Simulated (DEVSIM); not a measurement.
System: Si n+/n-/n+ resistor, at 400 K.

```csv
layer (left to right),material,thickness (μm),Nd (cm⁻³),τn (s),τp (s)
1,Si,0.100,2e18,1.7e-7,1.7e-7
2,Si,0.0550,1.6e13,1.7e-7,1.7e-7
3,Si,0.330,4.2e18,1.7e-7,1.7e-7
```

Left contact: ohmic. Right contact: ohmic. Voltage is applied to the left contact. Recombination: SRH at mid-gap, radiative, Auger. Mobility is μmin + (μ − μmin)/(1 + (N/Nref)^α).

This is a model device: material constants are rounded textbook-type values typed into the input, and sizes, dopings and lifetimes were drawn at random. Values at 300 K; Nc and Nv go as T^1.5, mobilities as T to minus their exponent, the gap by Varshni's rule with the affinity fixed.

```tsv
parameter	Si
gap (eV)	1.124
affinity (eV)	4.05
permittivity	11.7
Nc (cm⁻³)	2.86e19
Nv (cm⁻³)	3.1e19
μn (cm²/Vs)	1417
μp (cm²/Vs)	470
μn,min	52
μp,min	45
Nref,n	9.7e16
Nref,p	2.2e17
αn	0.68
αp	0.72
T exponent of μn	2.3
T exponent of μp	2.2
B (cm³/s)	4.7e-15
Cn (cm⁶/s)	2.8e-31
Cp (cm⁶/s)	9.9e-32
Varshni α (eV/K)	0.000473
Varshni β (K)	636
```

Simulated with DEVSIM: 1D drift-diffusion, Boltzmann statistics, complete ionisation; no tunnelling, impact ionisation, image-force lowering or self-heating.

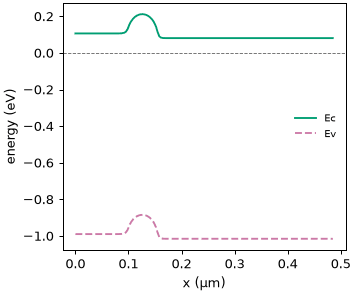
Figure: Band edges at zero bias

Energies count from the Fermi level of the right contact; mesh points crowd at the junctions.

| x (μm) | Ec (eV) | Ev (eV) | n (cm⁻³) | p (cm⁻³) | field (V/cm) |
|---|---|---|---|---|---|
| 0.000 | 0.107 | -0.990 | 2.0e18 | 1.6e7 | ≈ 0 |
| 0.01099 | 0.107 | -0.990 | 2.0e18 | 1.6e7 | ≈ 0 |
| 0.02601 | 0.107 | -0.990 | 2.0e18 | 1.6e7 | ≈ 0 |
| 0.04296 | 0.107 | -0.990 | 2.0e18 | 1.6e7 | ≈ 0 |
| 0.06660 | 0.107 | -0.990 | 2.0e18 | 1.6e7 | ≈ 0 |
| 0.08312 | 0.107 | -0.990 | 2.0e18 | 1.6e7 | 830 |
| 0.09521 | 0.116 | -0.980 | 1.5e18 | 2.1e7 | 28000 |
| 0.1091 | 0.188 | -0.908 | 1.9e17 | 1.7e8 | 31000 |
| 0.1197 | 0.209 | -0.888 | 1.0e17 | 3.1e8 | 9700 |
| 0.1297 | 0.211 | -0.886 | 9.7e16 | 3.3e8 | -5300 |
| 0.1404 | 0.196 | -0.901 | 1.5e17 | 2.1e8 | -25000 |
| 0.1548 | 0.116 | -0.981 | 1.5e18 | 2.1e7 | -120000 |
| 0.1654 | 0.081 | -1.015 | 4.1e18 | 7800000 | -1900 |
| 0.1834 | 0.081 | -1.015 | 4.2e18 | 7700000 | ≈ 0 |
| 0.2157 | 0.081 | -1.015 | 4.2e18 | 7700000 | ≈ 0 |
| 0.2572 | 0.081 | -1.015 | 4.2e18 | 7700000 | ≈ 0 |
| 0.3114 | 0.081 | -1.015 | 4.2e18 | 7700000 | ≈ 0 |
| 0.3669 | 0.081 | -1.015 | 4.2e18 | 7700000 | ≈ 0 |
| 0.4233 | 0.081 | -1.015 | 4.2e18 | 7700000 | ≈ 0 |
| 0.4497 | 0.081 | -1.015 | 4.2e18 | 7700000 | ≈ 0 |
| 0.4684 | 0.081 | -1.015 | 4.2e18 | 7700000 | ≈ 0 |
| 0.4850 | 0.081 | -1.015 | 4.2e18 | 7700000 | ≈ 0 |
